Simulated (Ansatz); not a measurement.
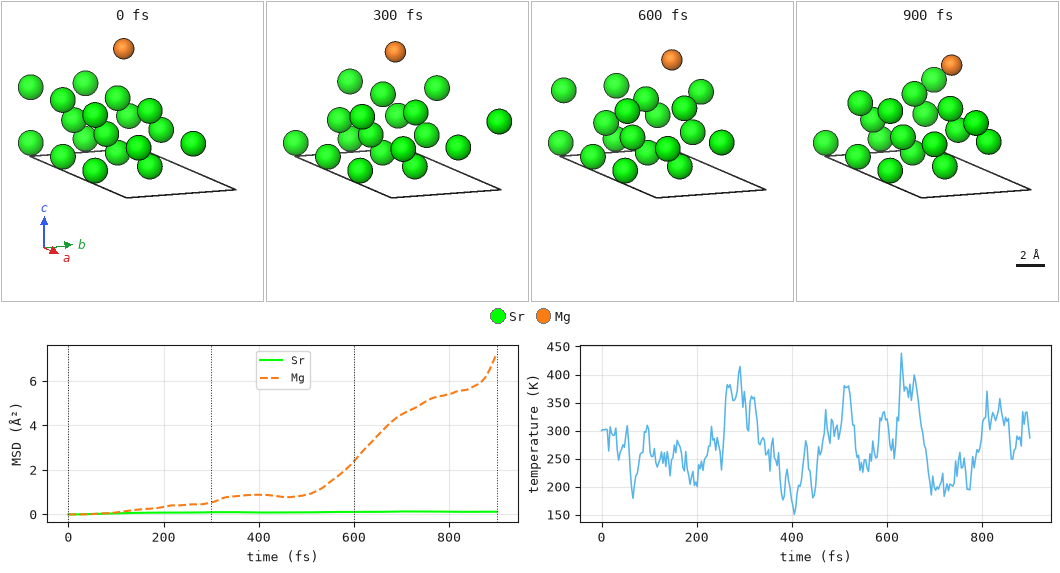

Molecular dynamics of Mg on Sr(110) (19 atoms in the cell), 900 fs long. Frames and the history of the run. A spheres-only model of the simulation cell, with the vacuum cut short, seen slightly off an axis. Atoms that leave the cell re-enter on the other side.

Method: DFT PBE, scalar-relativistic, plane waves, PAW in Ansatz. Run with plane-wave cutoff 420 eV; k-point mesh 1 × 2 × 1; Fermi-Dirac smearing 0.1 eV; low-accuracy preset; 6 atoms held fixed; Langevin thermostat (NVT); set temperature 300 K; time step 3 fs; friction 0.01 per fs.

Input file:
```yaml
accuracy: low
crystal:
  lattice:
    - [18.24, 0.0, 0.0]
    - [0.0, 8.598418, 0.0]
    - [0.0, 0.0, 16.299209]
  atoms:
    - { symbol: Sr, position: [0.0, 0.0, 0.0613527] }
    - { symbol: Sr, position: [0.3333333, 0.0, 0.0613527] }
    - { symbol: Sr, position: [0.6666667, 0.0, 0.0613527] }
    - { symbol: Sr, position: [0.0, 0.5, 0.0613527] }
    - { symbol: Sr, position: [0.3333333, 0.5, 0.0613527] }
    - { symbol: Sr, position: [0.6666667, 0.5, 0.0613527] }
    - { symbol: Sr, position: [0.16656684, 0.24847853, 0.18652545] }
    - { symbol: Sr, position: [0.50013735, 0.2486592, 0.18640586] }
    - { symbol: Sr, position: [0.83313529, 0.25015896, 0.18690072] }
    - { symbol: Sr, position: [0.16646722, 0.75081941, 0.18643001] }
    - { symbol: Sr, position: [0.50023309, 0.75060546, 0.18635177] }
    - { symbol: Sr, position: [0.8331344, 0.74959919, 0.18687876] }
    - { symbol: Sr, position: [-0.00053766, -0.00027453, 0.31287716] }
    - { symbol: Sr, position: [0.3340315, -0.00198776, 0.31830929] }
    - { symbol: Sr, position: [0.66664373, -0.00028211, 0.3130869] }
    - { symbol: Sr, position: [0.00030736, 0.49976803, 0.31250795] }
    - { symbol: Sr, position: [0.33330963, 0.49953344, 0.30798133] }
    - { symbol: Sr, position: [0.66577091, 0.49976151, 0.31286805] }
    - { symbol: Mg, position: [0.35392814, 0.53709803, 0.53388593] }
basis:
  ecutwfc: 420.0
kpoints:
  mp_grid: { grid: [1, 2, 1] }
hamiltonian:
  xc: pbe
scf:
  occupations: { method: fermi_dirac, width: 0.1 }
  lower_state_search: "off"
md:
  timestep: 3.0
  n_steps: 300
  ensemble: nvt_langevin
  temperature: 300.0
  initial_velocities: maxwell_boltzmann
  seed: 846103
  friction: 0.01
  constraints: [{ sites: [0, 1, 2, 3, 4, 5] }]
```

Run as
```bash
ansatz run input.yaml --threads 4 --pin off --max-ram 10240MiB --backend cpu --events-out ev --progress --plain --runs-dir out
```

**What happens in this trajectory?**

Root-mean-square distances from the starting positions over the second half, with the common drift of all atoms taken out: Mg 1.91 Å, Sr 0.34 Å. Against the typical shortest distance between atoms in the first frame, about 4.1 Å, the Mg atoms wander away from their sites and keep going, while the Sr atoms only vibrate. Over the second half the temperature averages 286 K (spread ±56 K). The potential energy in the second half lies on average 11.7 meV per atom above the first frame.

Limits of the set-up: the program's low-accuracy preset was used.
